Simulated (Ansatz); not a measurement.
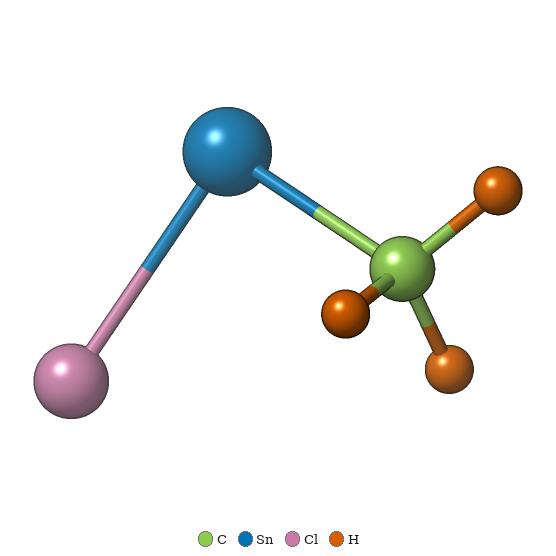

The geometry was computed by an optimisation with PBE0-D4/def2-TZVP. No frequency run is at hand to confirm it as a minimum.

Give the structural formula.

SMILES: [CH3][Sn][Cl]

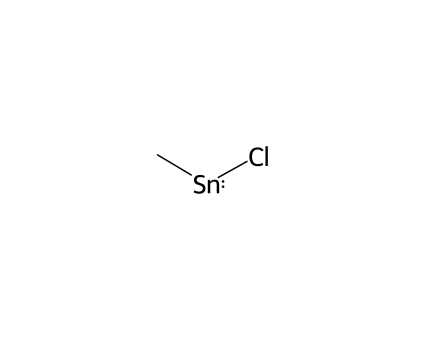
